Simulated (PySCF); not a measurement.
# C₅H₁₁NSi (SMILES C=C(C)[C@H]1C[SiH2]N1): what the fields show

```xyz
18

C     1.2100    1.2911    1.0730
C     1.0907    0.3203    0.1826
C     2.1610   -0.6993   -0.0663
C    -0.1591    0.1305   -0.6316
C    -1.1538   -0.8678    0.0010
Si   -2.4855    0.4964   -0.0940
N    -1.0564    1.2788   -0.6321
H     0.4176    2.0021    1.2310
H     2.0970    1.4112    1.6721
H     1.7517   -1.7038    0.0364
H     2.5479   -0.6018   -1.0812
H     2.9832   -0.5782    0.6343
H     0.1179   -0.1705   -1.6513
H    -1.3079   -1.7613   -0.5959
H    -0.8550   -1.1700    1.0001
H    -3.5663    0.2452   -1.0539
H    -3.0085    1.0474    1.1562
H    -0.8285    2.0954   -1.1743
```

Geometry: GFN2-xTB, coordinate held.

These are results of PySCF, PBE0/pcSseg-1, SCF density, in a acetone solvent model, non-relativistic, not measurements.

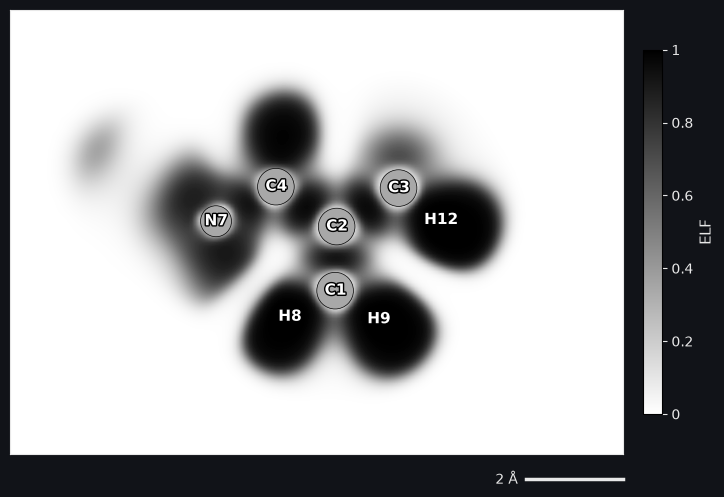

Figure 1. ELF on the plane of atoms C2, C3 and H12. Grey discs cover the atomic cores.

What do the fields say about this system?

Answer. Atoms in the plane: C, N and H. C–C (1.32 Å): the ELF peaks at about 0.90 between the atoms: a short, multiple covalent bond. C–N (1.46 Å): the ELF peaks at about 0.90 between the atoms (localised, covalent bonding). C–C (1.50 Å): the ELF peaks at about 0.95 between the atoms: a covalent bond. C–H (1.08 Å): the ELF climbs to about 1 towards the hydrogen, as it does in any bond to H (an ordinary covalent bond to hydrogen). The ELF also peaks beside N7, away from the bonds: lone-pair regions.

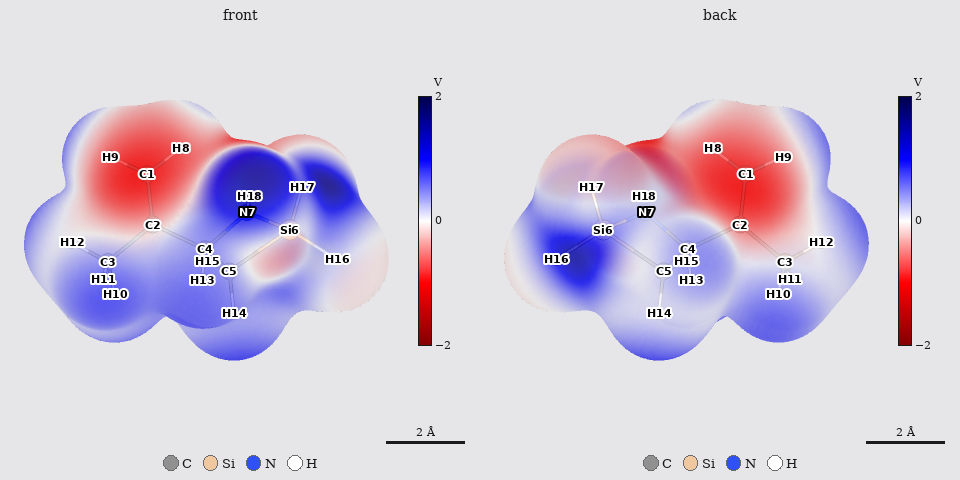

Figure 2. The molecular electrostatic potential painted on the density surface at 0.002 e/bohr³, seen from the front and from behind; red is negative and blue positive.

Which sites attract a positive test charge, and which a negative one?

Answer. A positive charge is drawn to the negative regions and a negative charge to the positive ones. The most negative region (about −0.9 V) lies over C1 and N7, the most positive (about +1.5 V) over Si6 and H18.
